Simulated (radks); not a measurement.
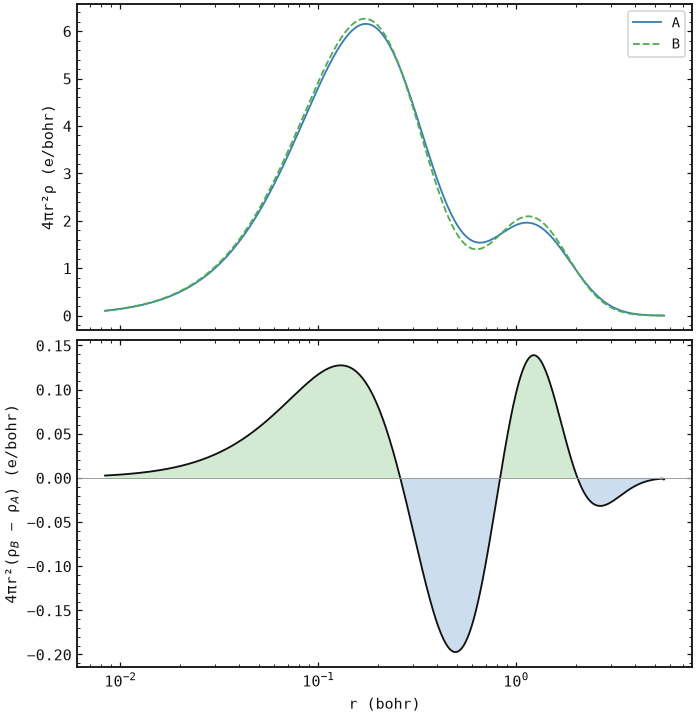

The C⁺ ion was computed in two configurations: [He] 2s1 2p2 (open shells shared over both j by 2j + 1); [He] 2s2 2p1 (open shells shared over both j by 2j + 1). The calculation used the in-house radial solver radks at this level: Dirac Kohn-Sham, PBE, spin-unpolarised, spherical densities, finite nucleus.

The plot shows both radial densities and the radial density of run B less that of run A; on the logarithmic r axis, areas aren't charges.

### Assign A and B and describe the change of the density.

A is [He] 2s1 2p2 (open shells shared over both j by 2j + 1); B is [He] 2s2 2p1 (open shells shared over both j by 2j + 1). B holds 0.12 electrons more than A where the difference is positive (most at r = 1.2 bohr) and 0.12 electrons fewer where it is negative (most at r = 0.49 bohr), with no net change. The energy of B less that of A is −8.75 eV.
